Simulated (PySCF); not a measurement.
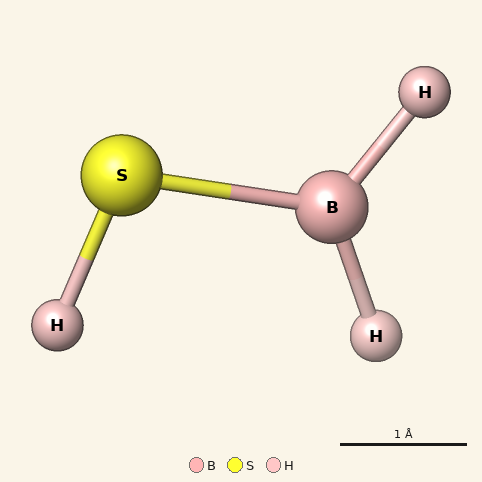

Atoms fade into the background with distance from the viewer. Computed geometry: PBE0-D4/def2-TZVP optimisation. No frequency run is at hand to confirm it as a minimum. Masses are those of the most abundant isotopes; constants are for the rigid equilibrium geometry.

**What kind of rotor is it, and what are its rotational constants in GHz?**

An asymmetric top (Cs): A = 129, B = 15.4, C = 13.7 GHz. Ray's parameter κ is −0.97, close to the prolate limit.
